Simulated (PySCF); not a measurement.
System: C4H3O4S (charge −1).

```xyz
12

O     2.3708    0.8727    1.1157
S     1.9612   -0.1009    0.1083
O     2.2133   -1.4912    0.4725
O     2.3521    0.2431   -1.2568
C     0.1587    0.0502    0.0653
C    -0.7869   -0.9090   -0.3756
C    -2.0052   -0.3144   -0.2818
O    -1.8868    0.9489    0.1833
C    -0.5603    1.1513    0.3867
H    -0.5617   -1.9019   -0.7050
H    -2.9993   -0.6553   -0.5021
H    -0.2547    2.1058    0.7633
```

Geometry: GFN2-xTB.

The calculation used PBE0/def2-SVPD, SCF density, gas phase (PySCF 2.14.0).

Question: What will maps of the electron density and electron localisation function show?

Answer: C–O (1.35 Å): the density is about 2.4 e/Å³ at the midpoint; the ELF peaks at about 0.90 between the atoms, as expected for a shared but strongly polarised pair.
C–C (1.35 Å): ρ at the midpoint is about 2.2 e/Å³; the ELF peaks at about 0.95 between the atoms; localised, covalent bonding.
C–S (1.81 Å): ρ is about 1.4 e/Å³ halfway; the ELF peaks at about 0.95 between the atoms; a shared electron pair.
C–H (1.07 Å): the density is about 2 e/Å³ at the midpoint; the ELF climbs to about 1 towards the hydrogen, as it does in any bond to H; a covalent bond by its length.

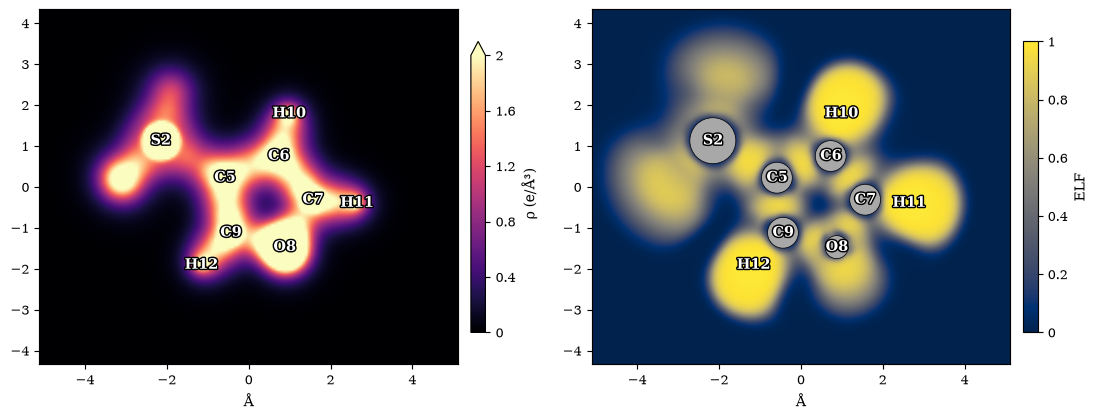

Computed electron density and electron localisation function on the plane of atoms C7, C6 and H10, in this order. Grey discs cover the atomic cores in the ELF map. 
